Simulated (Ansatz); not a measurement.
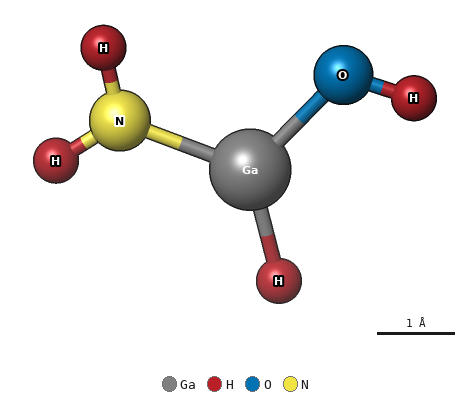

Figure 1. The structure as given in the input (ball-and-stick view, seen at a tilt). Sticks mark near contacts.

Nudged elastic band, with input and output: GaNH4O (part 1 of 2)

The run: nudged elastic band of GaNH4O. Method and program: RKS B3LYP/def2-SVP (Ansatz 0.2.0).

The run did not end well. One setting was made poor on purpose. It belongs to a series of runs on one base structure; here: band between the two ends.

**The input**
```yaml
crystal:
  periodic: [false, false, false]
  atoms:
    - { symbol: Ga, position_ang: [0.108544, -0.275334, 0.301051] }
    - { symbol: H, position_ang: [0.027277, -0.699466, 1.799287] }
    - { symbol: O, position_ang: [1.654377, -0.0022, -0.572839] }
    - { symbol: H, position_ang: [2.446624, -0.144128, -0.04081] }
    - { symbol: "N", position_ang: [-1.331157, 0.002008, -0.761247] }
    - { symbol: H, position_ang: [-2.29518, -0.112733, -0.473774] }
    - { symbol: H, position_ang: [-1.248285, 0.279955, -1.733167] }
basis:
  gaussian: { orbitals: def2-SVP }
hamiltonian:
  xc: b3lyp
neb:
  order_check: false
  images: 5
  f_tol: 0.03
  max_iterations: 60
  max_displacement: 0.5
  optimiser: lbfgs
  final_atoms:
    - { symbol: Ga, position_ang: [-0.63544726, 1.02184085, 0.84426115] }
    - { symbol: H, position_ang: [1.67944278, -0.83724096, 0.93342386] }
    - { symbol: O, position_ang: [1.39579211, -0.21500759, 0.24842158] }
    - { symbol: H, position_ang: [0.65383053, -0.65762807, -0.24157206] }
    - { symbol: "N", position_ang: [-1.0310244, -0.07491329, -0.74085522] }
    - { symbol: H, position_ang: [-1.97701206, -0.44153658, -0.86362884] }
    - { symbol: H, position_ang: [-0.7233817, 0.25258764, -1.66154947] }
  initial_path:
    images:
      - { positions_ang: [[0.108544, -0.275334, 0.301051], [0.027277, -0.699466, 1.799287], [1.654377, -0.0022, -0.572839], [2.446624, -0.144128, -0.04081], [-1.331157, 0.002008, -0.761247], [-2.29518, -0.112733, -0.473774], [-1.248285, 0.279955, -1.733167]] }
      - { positions_ang: [[0.06976182, -0.1898947, 0.20540375], [0.36897764, -0.50665116, 1.67545561], [1.75177607, 0.00640545, -0.25314628], [2.39341285, -0.39424635, 0.01903867], [-1.4434562, 0.00589923, -0.83063242], [-2.29801507, -0.35336064, -0.63738435], [-1.48025712, 0.47995017, -1.66023399]] }
      - { positions_ang: [[0.03097965, -0.1044554, 0.10975651], [0.71067828, -0.31383632, 1.55162422], [1.84917514, 0.0150109, 0.06654643], [2.34020171, -0.64436471, 0.07888735], [-1.5557554, 0.00979046, -0.90001784], [-2.30085014, -0.59398828, -0.80099469], [-1.71222924, 0.67994534, -1.58730098]] }
      - { positions_ang: [[-0.00780253, -0.0190161, 0.01410926], [1.05237892, -0.12102148, 1.42779283], [1.94657421, 0.02361636, 0.38623915], [2.28699056, -0.89448306, 0.13873602], [-1.6680546, 0.01368169, -0.96940326], [-2.30368521, -0.83461592, -0.96460504], [-1.94420136, 0.87994051, -1.51436797]] }
      - { positions_ang: [[-0.21701744, 0.32793622, 0.29082656], [1.2614002, -0.35976131, 1.26300318], [1.76298017, -0.05592496, 0.34029996], [1.74260389, -0.8155314, 0.01196666], [-1.4557112, -0.01584997, -0.89322058], [-2.19479416, -0.70358947, -0.9309463], [-1.53726147, 0.67082289, -1.56342847]] }
      - { positions_ang: [[-0.42623235, 0.67488853, 0.56754385], [1.47042149, -0.59850114, 1.09821352], [1.57938614, -0.13546627, 0.29436077], [1.19821721, -0.73657973, -0.1148027], [-1.2433678, -0.04538163, -0.8170379], [-2.08590311, -0.57256303, -0.89728757], [-1.13032158, 0.46170527, -1.61248897]] }
      - { positions_ang: [[-0.63544726, 1.02184085, 0.84426115], [1.67944278, -0.83724096, 0.93342386], [1.39579211, -0.21500759, 0.24842158], [0.65383053, -0.65762807, -0.24157206], [-1.0310244, -0.07491329, -0.74085522], [-1.97701206, -0.44153658, -0.86362884], [-0.7233817, 0.25258764, -1.66154947]] }
```

Launched with:
```bash
ansatz run input.yaml --threads 2 --pin off --max-ram 3072MiB --backend cpu --events-out ev --progress --plain --runs-dir out
```

**Output**
```
Engine: ansatz 0.2.0, aarch64-unknown-linux-gnu
Functional definition: B3LYP
  parameter a0 = 0.2
  parameter ax = 0.72
  parameter ac = 0.81
  exchange = (1 - a0 - ax)*slater_x + ax*b88_x + a0*exact_x
  correlation = (1 - ac)*vwn_rpa_c + ac*lyp_c
855 factors; integrals over basis functions are off by at most 4.6e-4 eV
mean field evaluation 1: about -55961.2199 eV, gradient 8.1e1 eV
mean field evaluation 2: about -55922.7248 eV, gradient 1.5e2 eV
mean field evaluation 4: about -55973.1745 eV, gradient 4.5e0 eV
mean field evaluation 8: about -55973.2247 eV, gradient 2.6e-1 eV
mean field evaluation 16: about -55973.2248 eV, gradient 1.9e-5 eV
mean field -55973.22479705 eV, -2056.9780712770 hartree, gradient 1.9e-5 eV, S^2 0.000000; 0 other end points of the search recorded, 0 dependent functions left out
the calculation of the forces begins
reference -55973.22502512 eV, -2056.9780796584 hartree; 25, 25 occupied and 55, 55 virtual orbitals, 855 factors
857 factors; integrals over basis functions are off by at most 7.8e-4 eV
mean field evaluation 32: about -55972.7003 eV, gradient 2.4e-5 eV
mean field -55972.70033161 eV, -2056.9587975277 hartree, gradient 2.4e-5 eV, S^2 0.000000; 0 other end points of the search recorded, 0 dependent functions left out
[... from here on the field's lines of each further geometry are left out, up to the last ...]
NEB iter   1: max|band force component| = 1.151e1 eV/Å  barrier→ = 3.6215 eV  barrier← = 3.0971 eV  Δτ_max = 0.2203 Å  (187 SCF iters)
NEB iter   2: max|band force component| = 9.135e0 eV/Å  barrier→ = 3.4234 eV  barrier← = 2.8989 eV  Δτ_max = 0.0735 Å  (152 SCF iters)
NEB iter   3: max|band force component| = 5.037e0 eV/Å  barrier→ = 3.3639 eV  barrier← = 2.8394 eV  Δτ_max = 0.1979 Å  (148 SCF iters)
NEB iter   4: max|band force component| = 1.992e1 eV/Å  barrier→ = 3.5687 eV  barrier← = 3.0443 eV  Δτ_max = 0.3923 Å  (160 SCF iters)
NEB iter   5: max|band force component| = 7.668e0 eV/Å  barrier→ = 3.5242 eV  barrier← = 2.9998 eV  Δτ_max = 0.0814 Å  (173 SCF iters)
NEB iter   6: max|band force component| = 5.134e0 eV/Å  barrier→ = 2.9366 eV  barrier← = 2.4122 eV  Δτ_max = 0.5000 Å  (151 SCF iters)
NEB iter   7: max|band force component| = 3.146e2 eV/Å  barrier→ = 53.3814 eV  barrier← = 52.8569 eV  Δτ_max = 0.4828 Å  (171 SCF iters)
NEB iter   8: max|band force component| = 5.163e0 eV/Å  barrier→ = 2.9187 eV  barrier← = 2.3942 eV  Δτ_max = 0.0160 Å  (171 SCF iters)
NEB iter   9: max|band force component| = 5.160e0 eV/Å  barrier→ = 2.9018 eV  barrier← = 2.3774 eV  Δτ_max = 0.5000 Å  (136 SCF iters)
NEB iter  10: max|band force component| = 1.965e2 eV/Å  barrier→ = 31.9617 eV  barrier← = 31.4373 eV  Δτ_max = 0.4675 Å  (161 SCF iters)
NEB iter  11: max|band force component| = 4.700e0 eV/Å  barrier→ = 2.8388 eV  barrier← = 2.3144 eV  Δτ_max = 0.0318 Å  (163 SCF iters)
NEB iter  12: max|band force component| = 4.209e0 eV/Å  barrier→ = 2.7847 eV  barrier← = 2.2602 eV  Δτ_max = 0.3605 Å  (134 SCF iters)
NEB iter  13: max|band force component| = 5.646e1 eV/Å  barrier→ = 8.4952 eV  barrier← = 7.9707 eV  Δτ_max = 0.5000 Å  (157 SCF iters)
NEB iter  14: max|band force component| = 8.126e0 eV/Å  barrier→ = 4.0350 eV  barrier← = 3.5106 eV  Δτ_max = 0.0513 Å  (156 SCF iters)
NEB iter  15: max|band force component| = 4.439e0 eV/Å  barrier→ = 3.6934 eV  barrier← = 3.1689 eV  Δτ_max = 0.1948 Å  (138 SCF iters)
NEB iter  16: max|band force component| = 1.208e1 eV/Å  barrier→ = 2.0772 eV  barrier← = 1.5528 eV  Δτ_max = 0.2114 Å  (148 SCF iters)
NEB iter  17: max|band force component| = 4.824e0 eV/Å  barrier→ = 1.9089 eV  barrier← = 1.3844 eV  Δτ_max = 0.0542 Å  (147 SCF iters)
NEB iter  18: max|band force component| = 4.164e0 eV/Å  barrier→ = 1.6387 eV  barrier← = 1.1142 eV  Δτ_max = 0.1831 Å  (137 SCF iters)
NEB iter  19: max|band force component| = 1.995e1 eV/Å  barrier→ = 2.7809 eV  barrier← = 2.2564 eV  Δτ_max = 0.3322 Å  (147 SCF iters)
NEB iter  20: max|band force component| = 6.734e0 eV/Å  barrier→ = 3.2001 eV  barrier← = 2.6757 eV  Δτ_max = 0.0738 Å  (149 SCF iters)
NEB iter  21: max|band force component| = 5.471e0 eV/Å  barrier→ = 2.3276 eV  barrier← = 1.8031 eV  Δτ_max = 0.2788 Å  (138 SCF iters)
NEB iter  22: max|band force component| = 2.179e1 eV/Å  barrier→ = 3.1767 eV  barrier← = 2.6522 eV  Δτ_max = 0.4350 Å  (144 SCF iters)
NEB iter  23: max|band force component| = 4.922e0 eV/Å  barrier→ = 3.3174 eV  barrier← = 2.7930 eV  Δτ_max = 0.0674 Å  (154 SCF iters)
NEB iter  24: max|band force component| = 5.550e0 eV/Å  barrier→ = 2.6057 eV  barrier← = 2.0812 eV  Δτ_max = 0.0884 Å  (140 SCF iters)
NEB iter  25: max|band force component| = 4.649e0 eV/Å  barrier→ = 1.6584 eV  barrier← = 1.1339 eV  Δτ_max = 0.5000 Å  (140 SCF iters)
NEB iter  26: max|band force component| = 7.986e2 eV/Å  barrier→ = 118.6632 eV  barrier← = 118.1388 eV  Δτ_max = 0.4937 Å  (153 SCF iters)
NEB iter  27: max|band force component| = 4.559e0 eV/Å  barrier→ = 1.5881 eV  barrier← = 1.0637 eV  Δτ_max = 0.0061 Å  (154 SCF iters)
NEB iter  28: max|band force component| = 4.469e0 eV/Å  barrier→ = 1.5497 eV  barrier← = 1.0253 eV  Δτ_max = 0.5000 Å  (111 SCF iters)
NEB iter  29: max|band force component| = 3.173e2 eV/Å  barrier→ = 54.9513 eV  barrier← = 54.4268 eV  Δτ_max = 0.4884 Å  (150 SCF iters)
NEB iter  30: max|band force component| = 4.260e0 eV/Å  barrier→ = 1.5595 eV  barrier← = 1.0350 eV  Δτ_max = 0.0112 Å  (154 SCF iters)
NEB iter  31: max|band force component| = 4.241e0 eV/Å  barrier→ = 1.5700 eV  barrier← = 1.0456 eV  Δτ_max = 0.4084 Å  (123 SCF iters)
NEB iter  32: max|band force component| = 1.126e2 eV/Å  barrier→ = 17.0748 eV  barrier← = 16.5503 eV  Δτ_max = 0.3731 Å  (151 SCF iters)
NEB iter  33: max|band force component| = 4.045e0 eV/Å  barrier→ = 1.6123 eV  barrier← = 1.0878 eV  Δτ_max = 0.0301 Å  (149 SCF iters)
NEB iter  34: max|band force component| = 3.679e0 eV/Å  barrier→ = 1.6486 eV  barrier← = 1.1241 eV  Δτ_max = 0.3287 Å  (129 SCF iters)
NEB iter  35: max|band force component| = 7.098e1 eV/Å  barrier→ = 11.9789 eV  barrier← = 11.4545 eV  Δτ_max = 0.3046 Å  (148 SCF iters)
NEB iter  36: max|band force component| = 3.224e0 eV/Å  barrier→ = 1.6787 eV  barrier← = 1.1542 eV  Δτ_max = 0.0197 Å  (149 SCF iters)
NEB iter  37: max|band force component| = 2.817e0 eV/Å  barrier→ = 1.7030 eV  barrier← = 1.1786 eV  Δτ_max = 0.1408 Å  (124 SCF iters)
NEB iter  38: max|band force component| = 6.568e0 eV/Å  barrier→ = 1.8987 eV  barrier← = 1.3742 eV  Δτ_max = 0.1349 Å  (138 SCF iters)
NEB iter  39: max|band force component| = 4.083e0 eV/Å  barrier→ = 1.9140 eV  barrier← = 1.3896 eV  Δτ_max = 0.0429 Å  (128 SCF iters)
NEB iter  40: max|band force component| = 2.076e0 eV/Å  barrier→ = 1.9182 eV  barrier← = 1.3938 eV  Δτ_max = 0.0595 Å  (118 SCF iters)
NEB iter  41: max|band force component| = 2.652e0 eV/Å  barrier→ = 1.9427 eV  barrier← = 1.4182 eV  Δτ_max = 0.0558 Å  (130 SCF iters)
NEB iter  42: max|band force component| = 1.724e0 eV/Å  barrier→ = 1.9594 eV  barrier← = 1.4350 eV  Δτ_max = 0.0170 Å  (121 SCF iters)
NEB iter  43: max|band force component| = 6.112e-1 eV/Å  barrier→ = 1.9657 eV  barrier← = 1.4412 eV  Δτ_max = 0.0138 Å  (110 SCF iters)
NEB iter  44: max|band force component| = 7.199e-1 eV/Å  barrier→ = 1.9861 eV  barrier← = 1.4616 eV  Δτ_max = 0.0118 Å  (122 SCF iters)
NEB iter  45: max|band force component| = 1.897e0 eV/Å  barrier→ = 2.0023 eV  barrier← = 1.4778 eV  CI = image 2  Δτ_max = 0.0309 Å  (121 SCF iters)
NEB iter  46: max|band force component| = 1.888e0 eV/Å  barrier→ = 2.1269 eV  barrier← = 1.6025 eV  CI = image 2  Δτ_max = 0.5000 Å  (122 SCF iters)
NEB iter  47: max|band force component| = 3.334e0 eV/Å  barrier→ = 2.4737 eV  barrier← = 1.9493 eV  CI = image 2  Δτ_max = 0.0743 Å  (145 SCF iters)
NEB iter  48: max|band force component| = 2.692e0 eV/Å  barrier→ = 2.4758 eV  barrier← = 1.9514 eV  CI = image 2  Δτ_max = 0.0415 Å  (133 SCF iters)
NEB iter  49: max|band force component| = 2.396e0 eV/Å  barrier→ = 2.5671 eV  barrier← = 2.0427 eV  CI = image 2  Δτ_max = 0.4460 Å  (124 SCF iters)
NEB iter  50: max|band force component| = 6.755e0 eV/Å  barrier→ = 4.0097 eV  barrier← = 3.4853 eV  CI = image 2  Δτ_max = 0.1166 Å  (147 SCF iters)
NEB iter  51: max|band force component| = 2.413e0 eV/Å  barrier→ = 2.6315 eV  barrier← = 2.1070 eV  CI = image 2  Δτ_max = 0.0675 Å  (138 SCF iters)
NEB iter  52: max|band force component| = 2.290e0 eV/Å  barrier→ = 2.3643 eV  barrier← = 1.8398 eV  CI = image 2  Δτ_max = 0.1385 Å  (129 SCF iters)
NEB iter  53: max|band force component| = 2.174e0 eV/Å  barrier→ = 2.3824 eV  barrier← = 1.8579 eV  CI = image 2  Δτ_max = 0.1166 Å  (141 SCF iters)
NEB iter  54: max|band force component| = 3.045e0 eV/Å  barrier→ = 2.8091 eV  barrier← = 2.2846 eV  CI = image 2  Δτ_max = 0.0533 Å  (140 SCF iters)
NEB iter  55: max|band force component| = 2.159e0 eV/Å  barrier→ = 2.7342 eV  barrier← = 2.2097 eV  CI = image 2  Δτ_max = 0.0405 Å  (130 SCF iters)
NEB iter  56: max|band force component| = 1.925e0 eV/Å  barrier→ = 2.7514 eV  barrier← = 2.2269 eV  CI = image 2  Δτ_max = 0.1994 Å  (130 SCF iters)
NEB iter  57: max|band force component| = 2.653e0 eV/Å  barrier→ = 2.8026 eV  barrier← = 2.2781 eV  CI = image 2  Δτ_max = 0.0418 Å  (139 SCF iters)
NEB iter  58: max|band force component| = 1.039e0 eV/Å  barrier→ = 2.6695 eV  barrier← = 2.1451 eV  CI = image 2  Δτ_max = 0.0192 Å  (130 SCF iters)
NEB iter  59: max|band force component| = 1.118e0 eV/Å  barrier→ = 2.6700 eV  barrier← = 2.1456 eV  CI = image 2  Δτ_max = 0.0220 Å  (125 SCF iters)
the calculation of the forces begins
reference -55972.43017714 eV, -2056.9488695340 hartree; 25, 25 occupied and 55, 55 virtual orbitals, 857 factors
these checks for a lower state are left out or cut short: starts, cluster_reference, orbital_swaps, neighbouring_geometries, increment
857 factors; integrals over basis functions are off by at most 1.1e-3 eV
mean field evaluation 1856: about -55972.5315 eV, gradient 2.6e-5 eV
mean field -55972.53149042 eV, -2056.9525927283 hartree, gradient 3.2e-5 eV, S^2 0.000000; 0 other end points of the search recorded, 0 dependent functions left out
the calculation of the forces begins
reference -55972.53171056 eV, -2056.9526008184 hartree; 25, 25 occupied and 55, 55 virtual orbitals, 857 factors
NEB iter  60: max|band force component| = 6.492e-1 eV/Å  barrier→ = 2.6528 eV  barrier← = 2.1283 eV  CI = image 2  Δτ_max = 0.0201 Å  (120 SCF iters)
```
